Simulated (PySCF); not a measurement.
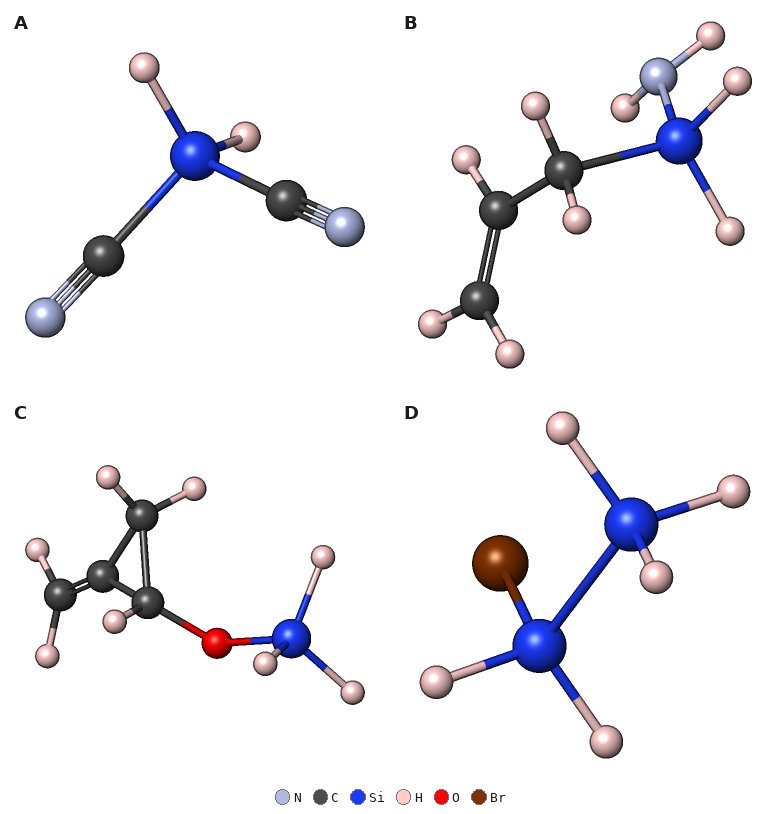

Source: calculation with PySCF.

Question: Match each picture to its SMILES.
(1) N#C[SiH2]C#N
(2) C=CC[SiH2]N
(3) [SiH3][SiH2]Br
(4) C=C1C[C@@H]1O[SiH3]

Answer: A is (1), B is (2), C is (4), D is (3).
